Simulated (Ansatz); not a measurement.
**Single-point calculation, with input and output: Zr3O6 (charge −1)**

Zr3O6, charge −1, multiplicity 2, computed with UKS PBE0-D4/def2-TZVPD (Ansatz 0.2.0).

The geometry comes from this level: PBE-D4/def2-SVP.

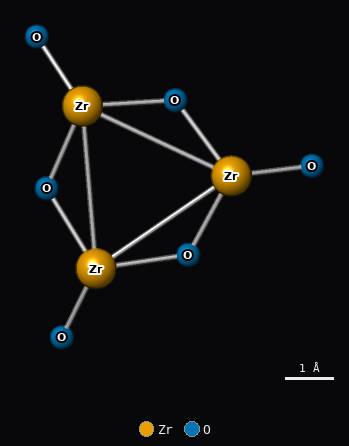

*The structure (ball-and-stick view, seen on its broad side). Sticks mark near contacts.*

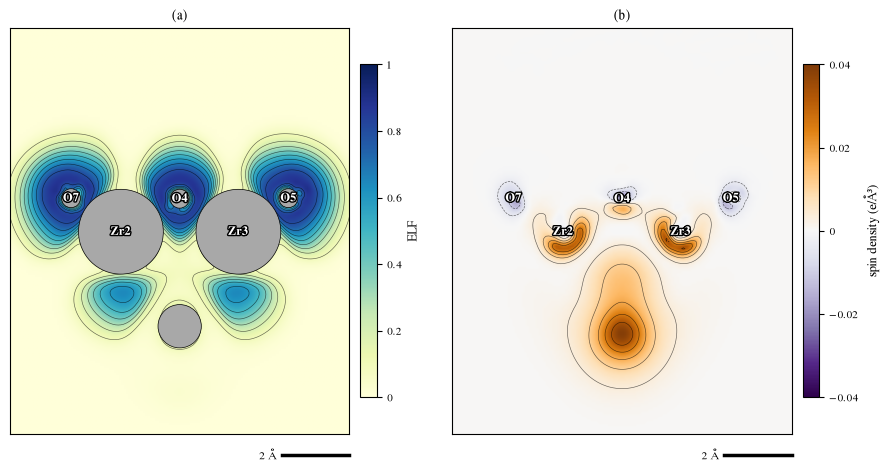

*(a) electron localisation function; (b) spin density on the plane of atoms Zr3, Zr2 and O4. Grey discs, where drawn, cover atomic cores.*

Zr–O (1.80 Å): the ELF peaks at about 0.80 in the valence shell of O, 0.5 Å from its nucleus, and drops to about 0.35 between the two atoms. Zr–Zr (3.49 Å): the ELF peaks at about 0.65 between the atoms. Zr–O (2.00 Å): the ELF peaks at about 0.85 in the valence shell of O, 0.6 Å from its nucleus, and drops to about 0.25 between the two atoms. The unpaired spin (1 electron) lies mostly on Zr1 (about 0.3), Zr2 (about 0.3) and Zr3 (about 0.3), in electrons by Hirshfeld's partition.

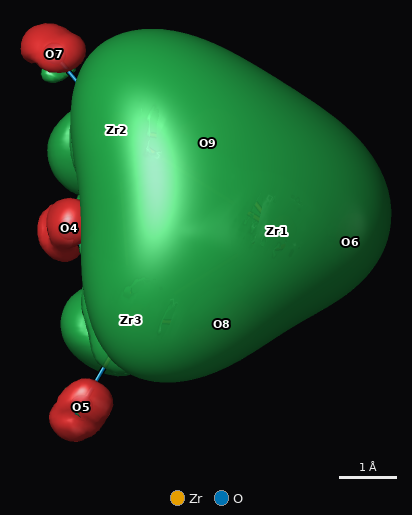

*Isosurfaces of the spin density at +0.003 (green) and −0.003 e/Å³ (red), seen at a tilt.*

The unpaired spin (1 electron) lies mostly on Zr1 (about 0.3), Zr2 (about 0.3) and Zr3 (about 0.3), in electrons by Hirshfeld's partition.

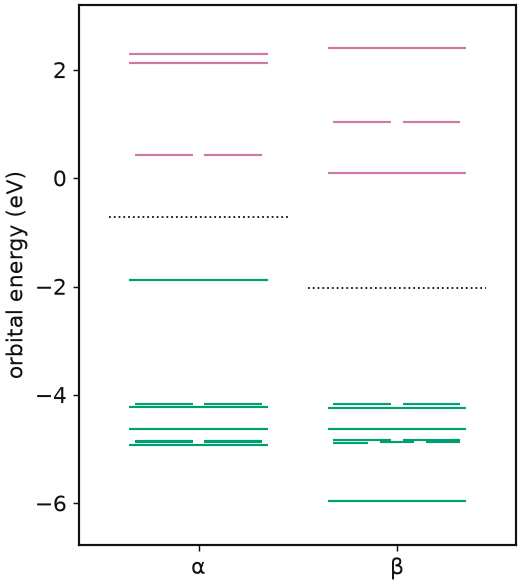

*Orbital energies near the frontier for α and β spins; the dotted line parts filled from empty levels, and levels within 0.02 eV of each other stand side by side.*

α: highest filled −1.87 eV, lowest empty 0.43 eV, 2.30 eV apart; β: highest filled −4.17 eV, lowest empty 0.09 eV, 4.26 eV apart.

These pictures come from the run below.

### Input
```yaml
crystal:
  periodic: [false, false, false]
  atoms:
    - {symbol: Zr, position_ang: [0.948089, 1.583186, -0.871821]}
    - {symbol: Zr, position_ang: [1.057980, -1.725118, 0.248163]}
    - {symbol: Zr, position_ang: [-2.019093, -0.149111, -0.237403]}
    - {symbol: O, position_ang: [-0.904905, -1.577822, 0.615348]}
    - {symbol: O, position_ang: [-3.723607, -0.017678, 0.317070]}
    - {symbol: O, position_ang: [1.763586, 3.184394, -0.842174]}
    - {symbol: O, position_ang: [1.970603, -2.932609, 1.217245]}
    - {symbol: O, position_ang: [-1.009801, 1.567041, -0.453731]}
    - {symbol: O, position_ang: [1.917148, 0.067717, 0.007303]}
basis:
  gaussian: {orbitals: def2-TZVPD, initial_orbitals: start.molden}
total_charge: -1
magnetization: {spin_polarized: true, initial_magnetization: 1}
hamiltonian: {xc: pbe0, dispersion: d4}
scf: {omitted_lower_state_checks: [starts]}
output: {orbitals: {seedname: orbitals}}
```

Command:
```bash
ansatz run in.yaml --threads 4 --pin off --events-out ev --progress --plain --max-ram 6963MiB
```

### Log
```
Functional definition: PBE0
  name "PBE0"
  cite "Adamo & Barone, J. Chem. Phys. 110, 6158 (1999) doi:10.1063/1.478522"
  cite "Perdew, Burke & Ernzerhof, Phys. Rev. Lett. 77, 3865 (1996) doi:10.1103/PhysRevLett.77.3865"
  parent pbe
  parameter a = 0.25
  parameter kappa = 0.804
  parameter beta = 0.06672455060314922
  exchange = (1 - a)*pbe_x(kappa = kappa, mu = beta*pi^2/3) + a*exact_x
  correlation = pbe_c(beta = beta)
these checks for a lower state are left out or cut short: starts
2301 factors; their error is unknown
mean field evaluation 1: about -16026.9442 eV, gradient 2.1e2 eV
mean field evaluation 2: about -16063.5937 eV, gradient 4.8e1 eV
mean field evaluation 4: about -16114.7329 eV, gradient 2.0e1 eV
mean field evaluation 8: about -16129.5305 eV, gradient 1.9e-1 eV
mean field -16129.63065469 eV, -592.7529935036 hartree, gradient 2.2e-5 eV, S^2 0.751590; 0 other end points of the search recorded, 0 dependent functions left out
reference -16129.63070841 eV, -592.7529954776 hartree; 43, 42 occupied and 317, 318 virtual orbitals, 2301 factors
Total energy: -16129.98476332 eV, -592.7660067557 hartree
Checks for a lower state left out: starts
```

### Results in brief

- outcome: converged
- total energy: −16129.9848 eV
- mean-field energy: −16129.6307 eV
- dispersion energy: −0.3541 eV
- ⟨S²⟩: 0.752
- SCF solution under orbital rotations: stable
- HOMO (either spin): −1.87 eV
- LUMO (either spin): 0.09 eV
- hardware: 4 threads of Intel Xeon @ 2.50GHz, 31 GiB of memory available, shared host
- wall time: 41 s (CPU time 2.6 min)
- peak memory: 1.9 GiB
